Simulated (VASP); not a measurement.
Band structure of Dy (hcp). Method: optB86b-vdW, VASP's PBE PAW potentials (set 64) (plane waves; VASP 6.6.1).

The 4f electrons are frozen in the core of the lanthanide potential, so 4f levels, which can set the real gap, and their magnetism are missing.

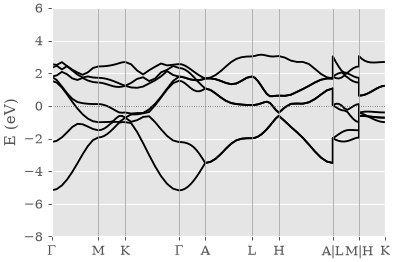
Fig. 1. Bands along high-symmetry lines, zero at the valence-band maximum or, without a gap, the Fermi level

Question: Read the plot: is there a gap, and where are the band edges?

Answer: It has no gap at this level: it comes out as a metal or semimetal. (Edges off the drawn lines would not show.)

The compound is Dy in the hcp structure. It was relaxed first.
